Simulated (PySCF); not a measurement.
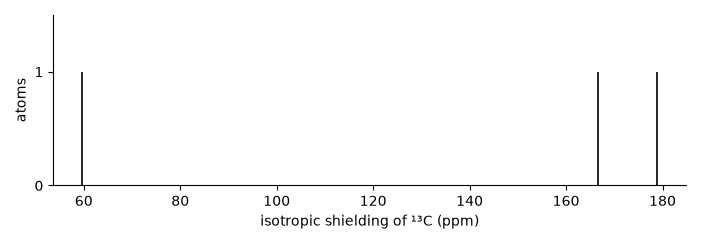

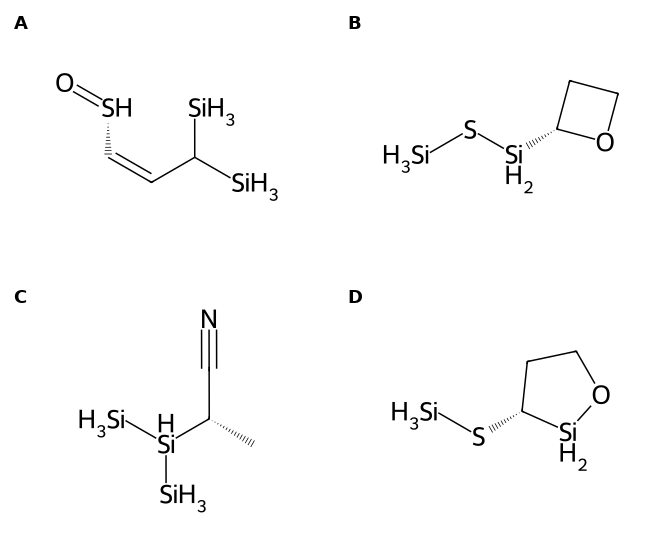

The sticks are computed shieldings of one of the molecules, for one fixed geometry (GFN2-xTB) without averaging over rotations. Low shielding means a high chemical shift. Method: GIAO PBE0/pcSseg-1 NMR shielding, non-relativistic, gas phase (PySCF 2.14.0).

Question: Which molecule gives this pattern?

Answer: C, `C[C@@H](C#N)[SiH]([SiH3])[SiH3]`. Its 3 C atoms give lines at 59.6, 166.7, 178.9 ppm.

The geometry is semi-empirical. Around Si such bond lengths and angles can be off by a tenth of an ångström or more and by several degrees, and values that hang on the shape move with them.
